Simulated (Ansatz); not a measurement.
## Electronic structure of C3H5BO (SMILES OCC1=CB1) in real space

The calculation's input:

```
crystal:
  periodic: [false, false, false]
  atoms:
    - {symbol: O, position_ang: [0.783264, -0.491944, 1.887505]}
    - {symbol: C, position_ang: [0.597274, -0.882877, 0.549449]}
    - {symbol: C, position_ang: [-0.072350, 0.126992, -0.286368]}
    - {symbol: C, position_ang: [-0.403970, 0.389549, -1.567651]}
    - {symbol: B, position_ang: [-0.819167, 1.367249, -0.566080]}
    - {symbol: H, position_ang: [0.025530, 0.041175, 2.143351]}
    - {symbol: H, position_ang: [1.586686, -1.107448, 0.138815]}
    - {symbol: H, position_ang: [0.011451, -1.813459, 0.482093]}
    - {symbol: H, position_ang: [-0.282289, -0.052916, -2.547038]}
    - {symbol: H, position_ang: [-1.343229, 2.372478, -0.231079]}
basis:
  gaussian: {orbitals: def2-TZVPP}
hamiltonian: {xc: pbe0, dispersion: d4}
output: {orbitals: {seedname: orbitals}}
```

Command:

```sh
ansatz run in.yaml --threads 2 --pin off --events-out ev --progress --plain --max-ram 4352MiB
```

Geometry: PBE0-D4/def2-TZVP.

Level of theory: Ansatz, RKS PBE0-D4/def2-TZVPP.

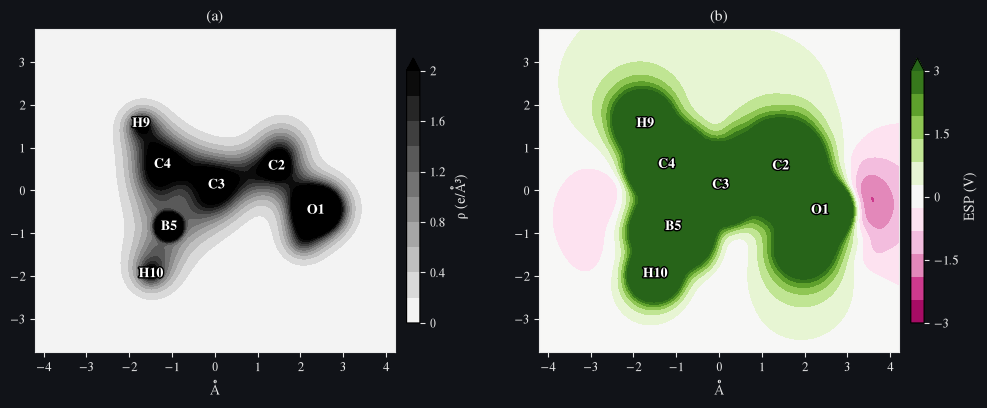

Figure 1. (a) electron density; (b) molecular electrostatic potential on the plane of atoms C3, C4 and H9.

Question: What do the fields say about this system?

Answer: The section cuts through O, C, B and H sites. C–C (1.35 Å): ρ is about 2.2 e/Å³ halfway. C–O (1.41 Å): ρ is about 2.1 e/Å³ halfway, with its minimum of 1.8 e/Å³ about 0.5 Å from C. C–B (1.46 Å): ρ is about 1.5 e/Å³ halfway. C–C (1.47 Å): ρ at the midpoint is about 1.9 e/Å³. C–H (1.08 Å): the density is about 2 e/Å³ at the midpoint. Outside the dense part of the molecule the potential is most negative (−1.9 V) near O1.

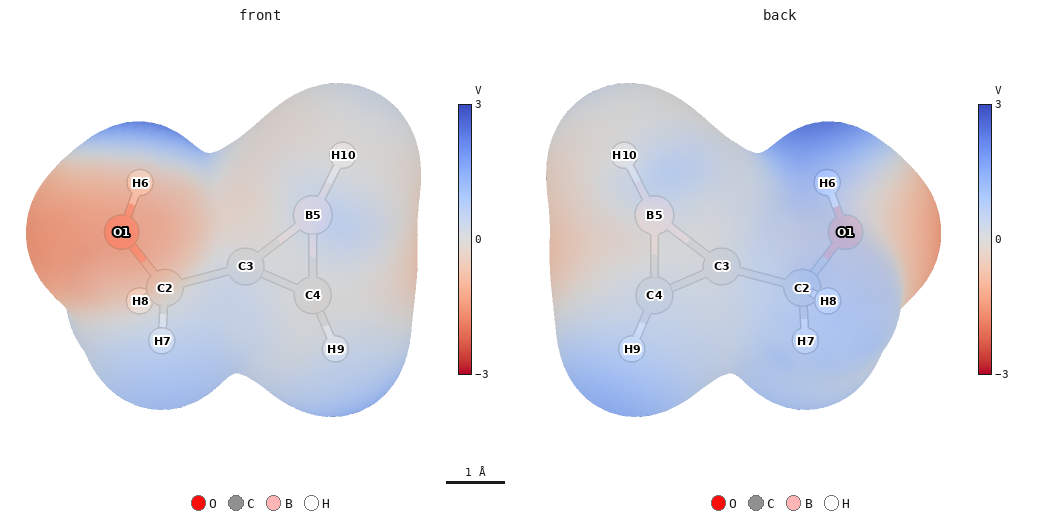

Figure 2. The molecular electrostatic potential painted on the density surface at 0.002 e/bohr³, seen from the front and from behind; red is negative and blue positive.

Question: Describe the electrostatic potential map.

Answer: The most negative region (about −1.5 V) lies over O1, the most positive (about +2.1 V) over H6. O1 is the likeliest acceptor of a hydrogen bond.

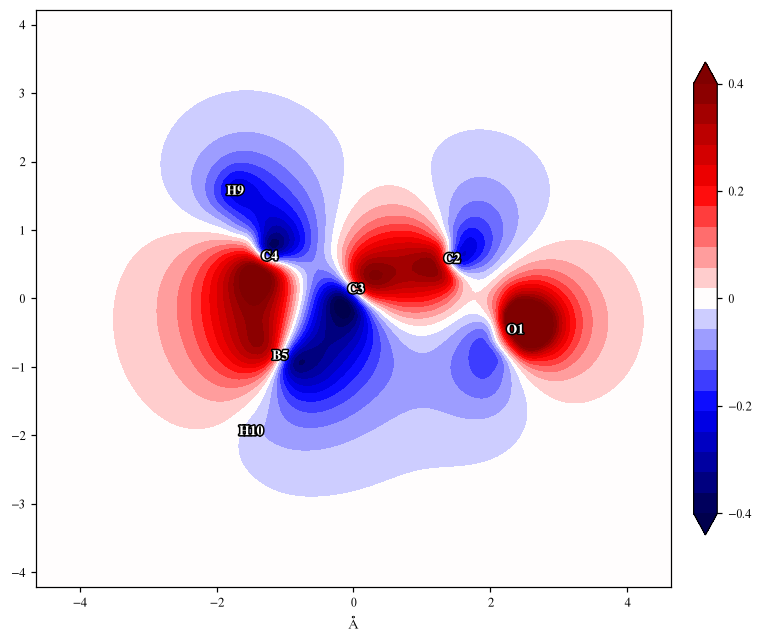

Figure 3. One frontier orbital on the plane of atoms C4, B5 and H10 (values in Å⁻³ᐟ²; the overall sign is arbitrary).

Question: Which orbital is it: HOMO or LUMO?

Answer: The HOMO, at −7.92 eV. Its weight (Hirshfeld) is mainly on O1 (about 30 %), B5 (about 15 %), C4 (about 15 %), C3 (about 10 %), C2 (about 10 %) and H8 (about 5 %).
